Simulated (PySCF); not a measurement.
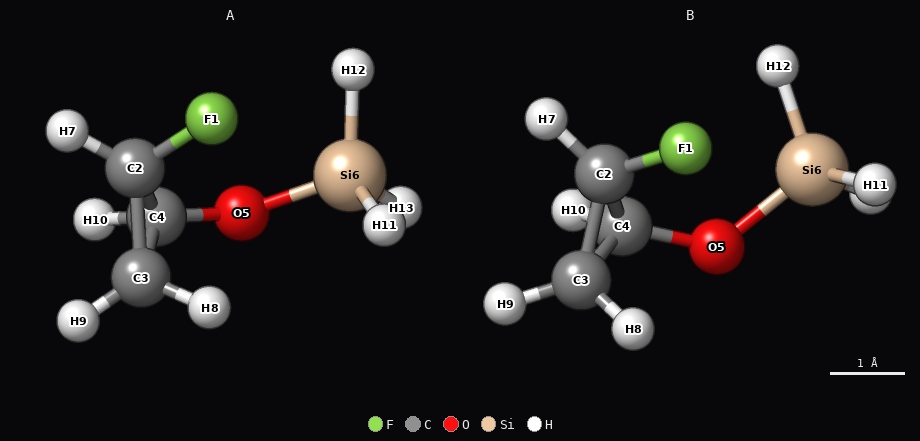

Two geometries of C3H7FOSi, drawn at one scale. One is the start of a relaxation, the other its converged end. A ball-and-stick model, seen at a tilt.

The calculation used PBE0-D3(BJ)/def2-SVP geometry optimisation, gas phase (PySCF 2.14.0, density-fitted response routines). 

**Which one is relaxed?**

Structure B is the relaxed one. The start comes from GFN2-xTB. Its atoms were then displaced at random by about 0.01 Å. Over 16 geometry steps the energy falls by 5.96 kcal/mol. The largest move after the best rigid fit is that of H11, 0.70 Å. Largest moves by element: H 0.70 Å, O 0.62 Å, F 0.50 Å, C 0.27 Å, Si 0.12 Å. Near-neighbour distances that change, for instance: Si6–H13 1.438 → 1.491 Å, C4–O5 1.331 → 1.375 Å, O5–Si6 1.638 → 1.678 Å, Si6–H12 1.457 → 1.494 Å. Among the angles between lasting bonds that change: O5–Si6–H13 96.0° → 105.9°, C2–C4–O5 125.3° → 119.1°, C3–C4–O5 122.8° → 117.7°. Groups turn about C4–O5 by about 60°, O5–Si6 by about 45°. Cost: 92 s on 1 thread of Arm Neoverse V1, with other jobs on the host.
